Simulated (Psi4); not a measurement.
# HF/3-21G run of InF (SMILES [F][In])

Aim: the vertical singlet–triplet gap of InF at HF/3-21G, from 2 runs. 

The calculation is run with Psi4 1.11.

1 further run of the same task is left out (set aside as unsound or not needed).

## (1) The molecule

InF: 2 atoms, total charge 0, spin state singlet. As SMILES, `[F][In]`. Geometry: relaxed at PBE0-D4/def2-TZVP.

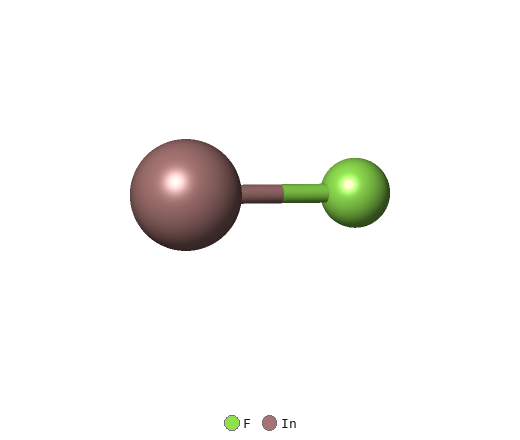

Viewed from a chosen angle; fluorine green, indium brown.

## (2) Energy and forces at HF/3-21G

Contents of input.inp:

```
memory 2200 MB

molecule geom {
  0 1
  F      0.00000000     0.00000000     0.03006554
  In     0.00000000     0.00000000     3.79755583
  units au
  symmetry c1
  no_reorient
  no_com
}

set {
  basis         3-21G
  puream        true
  e_convergence 1e-09
  d_convergence 1e-08
  scf_type      pk
}

e, wfn = gradient('hf', return_wfn=True)
oeprop(wfn, 'LOWDIN_CHARGES', 'MAYER_INDICES', 'WIBERG_LOWDIN_INDICES', title='HF')
```

Launch:

```
$ psi4 input.inp input.out -n 1
```

input.out:

```text
[...]
  Running in c1 symmetry.
[...]
  Nuclear repulsion =  117.054050854634056
[...]
  Multiplicity = 1
[...]
  Nalpha       = 29
  Nbeta        = 29
[...]
    Number of basis functions: 40
[...]
   @RHF iter   1: -5813.54986259889392   -4.14122e+00   1.19441e-02 ADIIS/DIIS
[...]
   @RHF iter  10: -5813.68636932868503   -4.54747e-12   1.63551e-09 DIIS
[...]
    Orbital Energies [Eh]
    ---------------------
    Doubly Occupied:
       1A   -991.683126     2A   -148.654039     3A   -138.084349
       4A   -138.084349     5A   -138.083742     6A    -29.540087
       7A    -26.001319     8A    -25.079227     9A    -25.079227
      10A    -25.076104    11A    -17.480509    12A    -17.480509
      13A    -17.477977    14A    -17.477977    15A    -17.477697
      16A     -4.989093    17A     -3.458360    18A     -3.458360
      19A     -3.449194    20A     -1.409985    21A     -1.090184
      22A     -1.090184    23A     -1.080510    24A     -1.080510
      25A     -1.074002    26A     -0.529034    27A     -0.493097
      28A     -0.493097    29A     -0.320524
[...]
  @RHF Final Energy: -5813.68636932868503
   => Energetics <=
    Nuclear Repulsion Energy =            117.0540508546340561
    One-Electron Energy =               -8267.9280954608366301
    Two-Electron Energy =                2337.1876752775178829
    Total Energy =                      -5813.6863693286850321
[...]
 Multipole Moments:
 ------------------------------------------------------------------------------------
     Multipole            Electronic (a.u.)      Nuclear  (a.u.)        Total (a.u.)
 ------------------------------------------------------------------------------------
 L = 1.  Multiply by 2.5417464519 to convert [e a0] to [Debye]
 Dipole X            :          0.0000000            0.0000000            0.0000000
 Dipole Y            :          0.0000000            0.0000000            0.0000000
 Dipole Z            :       -185.4907683          186.3508255            0.8600572
 Magnitude           :                                                    0.8600572
[...]
  -Total Gradient:
     Atom            X                  Y                   Z
    ------   -----------------  -----------------  -----------------
       1        0.000000000000     0.000000000000    -0.028019873925
       2       -0.000000000000    -0.000000000000     0.028019875488
[...]
```

It took 5.4 s on 1 thread of Intel Xeon at 2.50GHz (Skylake/Cascade Lake), shared host; peak memory 0.2 GiB.

## (3) The triplet

Contents of fin_ase.py:

```python
import numpy as np
from ase.calculators.psi4 import Psi4
from ase import Atoms

mol = Atoms(['F', 'In'], positions=[
    [0.000000, 0.000000, 0.015910],
    [0.000000, 0.000000, 2.009580],
])
calc = Psi4(atoms=mol, method='hf', basis='3-21G', memory='2200MB', num_threads=1, charge=0, multiplicity=3, label='calc', reference='uhf')
calc.psi4.set_options({'puream': True, 'e_convergence': 1e-09, 'd_convergence': 1e-08, 'scf_type': 'pk', 'maxiter': 100})
mol.calc = calc

forces = mol.get_forces()
print(f'energy: {mol.get_potential_energy():.6f} eV')
print('forces / eV A^-1')
print(np.round(forces, 5))
```

Launch:

```
$ python fin_ase.py
```

calc.dat:

```text
[...]
  Running in c1 symmetry.
[...]
  Nuclear repulsion =  117.054051024226666
[...]
  Multiplicity = 3
[...]
  Nalpha       = 30
  Nbeta        = 28
[...]
    Number of basis functions: 40
[...]
   @UHF iter   1: -5813.46439474910767   -4.05575e+00   1.11759e-02 DIIS/ADIIS
[...]
   @UHF iter  12: -5813.59181561656715   -9.09495e-13   6.12823e-09 DIIS
[...]
   @S^2 Observed:                2.004794452E+00
[...]
    Orbital Energies [Eh]
    ---------------------
    Alpha Occupied:
       1A   -991.728235     2A   -148.698832     3A   -138.129782
       4A   -138.129257     5A   -138.128743     6A    -29.585219
       7A    -26.030071     8A    -25.125434     9A    -25.124387
      10A    -25.121703    11A    -17.525501    12A    -17.524935
      13A    -17.523968    14A    -17.522188    15A    -17.521870
      16A     -5.035016    17A     -3.504769    18A     -3.501255
      19A     -3.497506    20A     -1.436366    21A     -1.132134
      22A     -1.130637    23A     -1.129882    24A     -1.122833
      25A     -1.119890    26A     -0.564493    27A     -0.531493
      28A     -0.511527    29A     -0.417630    30A     -0.216760
    Alpha Virtual:
[...]
  @UHF Final Energy: -5813.59181561656715
   => Energetics <=
    Nuclear Repulsion Energy =            117.0540510242266663
    One-Electron Energy =               -8265.6606719085139048
    Two-Electron Energy =                2335.0148052677200212
    Total Energy =                      -5813.5918156165680557
  UHF NO Occupations:
  HONO-2 :   28  A 1.9980812
  HONO-1 :   29  A 1.0000000
[...]
 Multipole Moments:
 ------------------------------------------------------------------------------------
     Multipole            Electronic (a.u.)      Nuclear  (a.u.)        Total (a.u.)
 ------------------------------------------------------------------------------------
 L = 1.  Multiply by 2.5417464519 to convert [e a0] to [Debye]
 Dipole X            :         -0.0000000            0.0000000           -0.0000000
 Dipole Y            :         -0.0000000            0.0000000           -0.0000000
 Dipole Z            :          4.4466475           -2.9040174            1.5426302
 Magnitude           :                                                    1.5426302
[...]
  -Total Gradient:
     Atom            X                  Y                   Z
    ------   -----------------  -----------------  -----------------
       1        0.000000000000     0.000000000000    -0.030239222832
       2       -0.000000000000    -0.000000000000     0.030239222927
[...]
```

The script printed:

```text
energy: -158195.891083 eV
forces / eV A^-1
[[-0.      -0.       1.55496]
 [ 0.       0.      -1.55496]]
```

Run time: 5.1 s. Hardware: 1 thread of Intel Xeon at 2.50GHz (Skylake/Cascade Lake), shared host; peak memory 0.2 GiB.

## (4) Summary of results

Level: HF/3-21G.

| quantity | value |
| --- | --- |
| singlet: total energy | -5813.68637 Eh |
| singlet: dipole moment | 2.19 D |
| singlet: HOMO energy | -8.72 eV |
| singlet: LUMO energy | 0.91 eV |
| singlet: HOMO–LUMO gap | 9.64 eV |
| singlet: largest force on an atom | 1.441 eV/Å |
| triplet: total energy | -5813.59182 Eh |
| triplet: dipole moment | 3.92 D |
| triplet: HOMO energy (highest over α and β) | -5.90 eV |
| triplet: LUMO energy (lowest over α and β) | -1.24 eV |
| triplet: ⟨S²⟩ | 2.005 |
| triplet: largest force on an atom | 1.555 eV/Å |
| vertical energy of the triplet above the singlet | 2.573 eV |

At this shape the triplet lies 2.57 eV (59 kcal/mol) above the singlet. The largest force (singlet) is 1.44 eV/Å: the shape isn't a stationary point for this species at this level. Relativity is left out (singlet) although the molecule holds a heavy atom. Relativity is left out (triplet) although the molecule holds a heavy atom.
